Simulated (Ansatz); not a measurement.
# PHF2 (SMILES FPF) at 6 levels

We compute a comparison of 6 runs (B2PLYP/STO-3G, SVWN5/STO-3G, r2SCAN0/STO-3G, RPA@PBE/STO-3G, CCSD(T)/STO-3G, UCCSD(T)/STO-3G) of PHF2. 

Program for the calculation: Ansatz 0.2.0.

65 further runs of the same task are left out: 6 that didn't finish, 59 set aside as unsound or not needed.

## 1. The structure to begin with

PHF2 has 4 atoms, charge 0, and is taken as a singlet. As SMILES, `FPF`. The P2–F1 distance was set to 2.021 Å, away from the relaxed value.

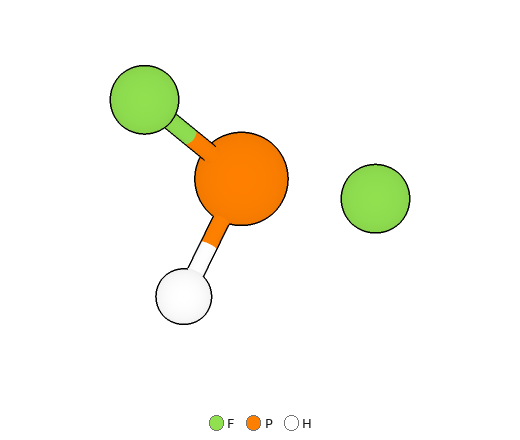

The structure, seen from a chosen angle (fluorine green, phosphorus orange, hydrogen white).

## 2. A single-point energy at B2PLYP/STO-3G (run 1)

Contents of in.yaml:

```yaml
crystal:
  periodic: [false, false, false]
  atoms:
    - symbol: F
      position_ang: [1.506053, 0.863086, -0.190066]
    - symbol: P
      position_ang: [-0.020800, -0.433020, -0.460000]
    - symbol: F
      position_ang: [-1.177160, 0.665480, -0.195640]
    - symbol: H
      position_ang: [-0.002740, -0.836340, 0.899690]
basis:
  gaussian:
    orbitals: STO-3G
hamiltonian:
  xc: {name: B2PLYP}
correlation:
  frozen_orbitals: {F: 1, H: 0, P: 5}
accuracy: high
```

On the command line:

```console
ansatz run in.yaml --threads 1 --pin off --max-ram 2610MiB --events-out events.jsonl --progress --plain --runs-dir runs
```

Standard output:

```text
Warning: RAYON_NUM_THREADS=1 ignored (pool sized by the plan → 1); use --threads N
Functional definition: B2PLYP
  name "B2PLYP"
  parameter a = 0.53
  parameter c = 0.27
  exchange = (1 - a)*b88_x + a*exact_x
  correlation = (1 - c)*lyp_c + c*(mp2_os + mp2_ss)
353 factors; integrals over basis functions are off by at most 2.7e-8 eV
mean field evaluation 1: about -14536.8415 eV, gradient 2.8e1 eV
mean field evaluation 2: about -14536.8692 eV, gradient 2.8e1 eV
mean field evaluation 4: about -14541.5025 eV, gradient 4.4e0 eV
mean field evaluation 8: about -14541.5780 eV, gradient 2.1e-1 eV
mean field evaluation 16: about -14541.5783 eV, gradient 1.8e-6 eV
mean field -14541.57829061 eV, -534.3931455441 hartree, gradient 2.7e-8 eV, S^2 0.000000; 0 other end points of the search recorded, 0 dependent functions left out; unrestricted orbitals would lower it
7 core orbitals not correlated: weight in the atoms' cores, before any rotation towards them, 1.000 or more for the frozen orbitals, at most 0.000 for the correlated occupied ones
reference -14541.57830327 eV, -534.3931460095 hartree; 10, 10 occupied and 3, 3 virtual orbitals, 353 factors
second order -3.49344647 eV of doubles, -0.00000000 eV of singles
Total energy: -14542.52153382 eV, -534.4278090928 hartree
```

It took 1.4 s on 1 thread of Arm Neoverse V1, shared host; peak memory 0.095 GiB.

## 3. The energy at SVWN5/STO-3G (run 2)

Contents of input.yaml:

```yaml
crystal:
  periodic: [false, false, false]
  atoms:
    - {symbol: F, position_ang: [1.506053, 0.863086, -0.190066]}
    - {symbol: P, position_ang: [-0.020800, -0.433020, -0.460000]}
    - {symbol: F, position_ang: [-1.177160, 0.665480, -0.195640]}
    - {symbol: H, position_ang: [-0.002740, -0.836340, 0.899690]}
basis:
  gaussian:
    orbitals: STO-3G
hamiltonian:
  xc: {name: SVWN5}
accuracy: high
```

On the command line:

```console
ansatz run input.yaml --threads 1 --pin off --max-ram 2610MiB --events-out events.jsonl --progress --plain --runs-dir runs
```

Standard output:

```text
Warning: RAYON_NUM_THREADS=1 ignored (pool sized by the plan → 1); use --threads N
Functional definition: SVWN5
  name "SVWN5"
  exchange = slater_x
  correlation = vwn5_c
353 factors; integrals over basis functions are off by at most 2.7e-8 eV
mean field evaluation 1: about -14479.0252 eV, gradient 2.5e1 eV
mean field evaluation 2: about -14361.9482 eV, gradient 1.8e2 eV
mean field evaluation 4: about -14481.2681 eV, gradient 1.2e1 eV
mean field evaluation 8: about -14481.8304 eV, gradient 1.8e-1 eV
mean field evaluation 16: about -14481.8306 eV, gradient 5.7e-7 eV
mean field -14481.83061949 eV, -532.1974591291 hartree, gradient 1.4e-8 eV, S^2 0.000000; 0 other end points of the search recorded, 0 dependent functions left out
reference -14481.83062063 eV, -532.1974591708 hartree; 17, 17 occupied and 3, 3 virtual orbitals, 353 factors
Total energy: -14481.83062063 eV, -532.1974591708 hartree
```

Run time: 0.66 s. Hardware: 1 thread of Arm Neoverse V1, shared host.

Run 3 isn't shown in full; the table further down has it.

## 4. A single-point energy at RPA@PBE/STO-3G (run 4)

Changes to in.yaml since step 2:

```diff
@@ -15,4 +15,5 @@
 hamiltonian:
-  xc: {name: B2PLYP}
+  xc: pbe
 correlation:
+  method: rpa
   frozen_orbitals: {F: 1, H: 0, P: 5}
```

On the command line:

```console
ansatz run in.yaml --threads 1 --pin off --max-ram 2610MiB --events-out events.jsonl --progress --plain --runs-dir runs
```

Standard output:

```text
Warning: RAYON_NUM_THREADS=1 ignored (pool sized by the plan → 1); use --threads N
Functional definition: PBE
  name "PBE"
  parameter kappa = 0.804
  parameter beta = 0.06672455060314922
  exchange = pbe_x(kappa = kappa, mu = beta*pi^2/3)
  correlation = pbe_c(beta = beta)
353 factors; integrals over basis functions are off by at most 2.7e-8 eV
mean field evaluation 1: about -14539.9457 eV, gradient 2.6e1 eV
mean field evaluation 2: about -14539.9118 eV, gradient 2.6e1 eV
mean field evaluation 4: about -14538.8837 eV, gradient 3.3e1 eV
mean field evaluation 8: about -14542.9735 eV, gradient 9.6e-2 eV
mean field evaluation 16: about -14542.9726 eV, gradient 1.2e-6 eV
mean field evaluation 32: about -14513.4366 eV, gradient 5.5e1 eV
mean field -14542.97257232 eV, -534.4443844519 hartree, gradient 7.5e-9 eV, S^2 0.000000; 0 other end points of the search recorded, 0 dependent functions left out
7 core orbitals not correlated: weight in the atoms' cores, before any rotation towards them, 1.000 or more for the frozen orbitals, at most 0.000 for the correlated occupied ones
reference -14515.63137852 eV, -533.4396141122 hartree; 10, 10 occupied and 3, 3 virtual orbitals, 353 factors
Total energy: -14521.70895386 eV, -533.6629608864 hartree
```

Run time: 1.5 s. Hardware: 1 thread of Arm Neoverse V1, shared host; peak memory 0.095 GiB.

Run 5 isn't shown in full; the table further down has it.

## 5. A single-point energy at UCCSD(T)/STO-3G (run 6)

Contents of molecule.yaml:

```yaml
crystal:
  periodic: [false, false, false]
  atoms:
    - {symbol: F, position_ang: [1.506053, 0.863086, -0.190066]}
    - {symbol: P, position_ang: [-0.020800, -0.433020, -0.460000]}
    - {symbol: F, position_ang: [-1.177160, 0.665480, -0.195640]}
    - {symbol: H, position_ang: [-0.002740, -0.836340, 0.899690]}
basis:
  gaussian:
    orbitals: STO-3G
magnetization:
  spin_polarized: true
  initial_magnetization: 0
correlation:
  method: ccsd_t
  frozen_orbitals: {F: 1, H: 0, P: 5}
accuracy: high
scf:
  omitted_lower_state_checks: [cluster_reference, increment]
```

On the command line:

```console
ansatz run molecule.yaml --threads 1 --pin off --max-ram 2610MiB --events-out events.jsonl --progress --plain --runs-dir runs
```

Standard output:

```text
Warning: RAYON_NUM_THREADS=1 ignored (pool sized by the plan → 1); use --threads N
[... 13 lines left out ...]
7 core orbitals not correlated: weight in the atoms' cores, before any rotation towards them, 1.000 or more for the frozen orbitals, at most 0.000 for the correlated occupied ones
[... 39 lines left out ...]
Total energy: -14520.16750144 eV, -533.6063135548 hartree
Checks for a lower state left out: cluster_reference, increment
```

It took 0.48 s on 1 thread of Arm Neoverse V1, shared host.

## 6. All runs side by side

| run | level | frozen core orbitals | energy (Eh) | wall time |
| --- | --- | --- | --- | --- |
| 1 | B2PLYP/STO-3G | 7 | -534.427809 | 1.4 s |
| 2 | SVWN5/STO-3G | – | -532.197459 | 0.66 s |
| 3 | r2SCAN0/STO-3G | – | -534.725616 | 2.4 s |
| 4 | RPA@PBE/STO-3G | 7 | -533.662961 | 1.5 s |
| 5 | CCSD(T)/STO-3G | 7 | -533.606753 | 0.18 s |
| 6 | UCCSD(T)/STO-3G | 7 | -533.606314 | 0.48 s |

## 7. What came out

```
                                          quantity          value
                               run 6: total energy  -533.60631 Eh
run 6: correlation energy (7 core orbitals frozen)     -109.6 mEh
                             run 6: (T) correction      -2.96 mEh
          run 6: ⟨S²⟩ of the reference determinant          0.526
                              run 6: T1 diagnostic          0.062
```

**Reading.** Totals of different functionals can't be ranked against each other. In runs 1, 5 the log says that unrestricted orbitals would lower the reference, so the values rest on an unstable closed-shell determinant (other closed-shell runs at this shape may share the fault). In runs 1, 2, 3, 4, 5, 6 the basis is minimal, so the values are rough. Spin contamination of the reference: run 6 ⟨S²⟩ = 0.53. All runs together took 6.7 s, the longest 2.4 s.
